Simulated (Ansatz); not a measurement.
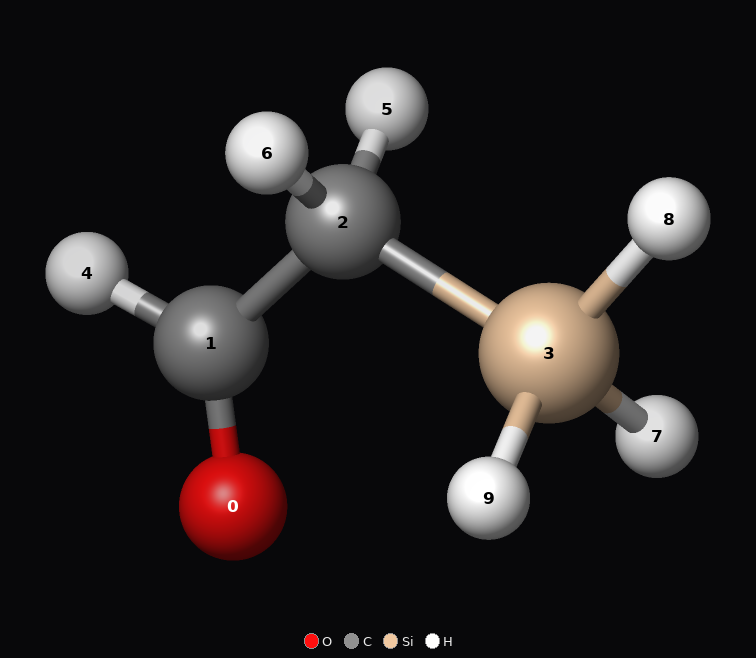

The picture shows the input geometry. Atoms are numbered from 0, in the order of the input.

Ansatz 0.2.0 input:

```yaml
crystal:
  periodic: [false, false, false]
  atoms:
    - {symbol: O, position_ang: [-1.496659, -0.090831, -1.387141]}
    - {symbol: C, position_ang: [-0.617362, 0.708668, -1.207707]}
    - {symbol: C, position_ang: [0.404899, 0.595346, -0.120463]}
    - {symbol: Si, position_ang: [0.168168, -0.944850, 0.946746]}
    - {symbol: H, position_ang: [-0.528734, 1.596611, -1.870047]}
    - {symbol: H, position_ang: [1.401726, 0.609206, -0.579209]}
    - {symbol: H, position_ang: [0.366302, 1.507786, 0.488035]}
    - {symbol: H, position_ang: [0.299921, -2.173314, 0.126780]}
    - {symbol: H, position_ang: [1.236012, -0.945984, 1.983329]}
    - {symbol: H, position_ang: [-1.151275, -0.913837, 1.622677]}
basis:
  gaussian: {orbitals: def2-TZVPD, fitting: {mean_field: def2-universal-jkfit}}
total_charge: 1
magnetization: {spin_polarized: true, initial_magnetization: 1}
hamiltonian: {xc: {name: revPBE}}
output: {forces: true}
```

Command:

```sh
ansatz run in.yaml --threads 2 --pin off --events-out ev --progress --plain --max-ram 4352MiB
```

What the program printed:

```
Functional definition: revPBE
  name "revPBE"
  cite "Zhang & Yang, Phys. Rev. Lett. 80, 890 (1998) doi:10.1103/PhysRevLett.80.890"
  cite "Perdew, Burke & Ernzerhof, Phys. Rev. Lett. 77, 3865 (1996) doi:10.1103/PhysRevLett.77.3865"
  parameter kappa = 1.245
  parameter beta = 0.06672455060314922
  exchange = pbe_x(kappa = kappa, mu = beta*pi^2/3)
  correlation = pbe_c(beta = beta)
463 factors; integrals over basis functions are off by at most 8.8e-1 eV
mean field evaluation 1: about -12064.3075 eV, gradient 6.6e1 eV
mean field evaluation 2: about -11790.7127 eV, gradient 1.8e2 eV
mean field evaluation 4: about -12077.0789 eV, gradient 4.4e1 eV
mean field evaluation 8: about -12085.0587 eV, gradient 5.5e0 eV
mean field evaluation 16: about -12085.2669 eV, gradient 9.1e-1 eV
mean field evaluation 32: about -12085.2790 eV, gradient 4.7e-5 eV
mean field evaluation 64: about -12085.2511 eV, gradient 2.3e-1 eV
mean field evaluation 96: about -12085.1351 eV, gradient 3.4e0 eV
mean field -12085.27897877 eV, -444.1258107736 hartree, gradient 2.1e-6 eV, S^2 0.753552; 7 other end points of the search recorded, 0 dependent functions left out
the calculation of the forces begins
reference -12085.27903758 eV, -444.1258129348 hartree; 20, 19 occupied and 191, 192 virtual orbitals, 463 factors
Total energy: -12085.27903758 eV, -444.1258129348 hartree
Atom 0 at    -1.496659    -0.090831    -1.387141 Å, force    -0.405731     0.447351    -0.703551 eV/Å
Atom 1 at    -0.617362     0.708668    -1.207707 Å, force    -0.540204    -0.907061     0.290884 eV/Å
Atom 2 at     0.404899     0.595346    -0.120463 Å, force     0.819048     0.306950     0.605643 eV/Å
Atom 3 at     0.168168    -0.944850     0.946746 Å, force    -0.307082    -1.327938     0.729313 eV/Å
Atom 4 at    -0.528734     1.596611    -1.870047 Å, force     0.025075     0.365932    -0.327454 eV/Å
Atom 5 at     1.401726     0.609206    -0.579209 Å, force     0.246044     0.158952    -0.305214 eV/Å
Atom 6 at     0.366302     1.507786     0.488035 Å, force    -0.103662     0.453883    -0.056516 eV/Å
Atom 7 at     0.299921    -2.173314     0.126780 Å, force     0.033932    -0.007448    -0.165551 eV/Å
Atom 8 at     1.236012    -0.945984     1.983329 Å, force     0.450777     0.320995     0.057013 eV/Å
Atom 9 at    -1.151275    -0.913837     1.622677 Å, force    -0.218198     0.188385    -0.124568 eV/Å
Dipole moment:     0.242620     0.672475    -0.323911 e Å
```

The calculation finished and met its thresholds.
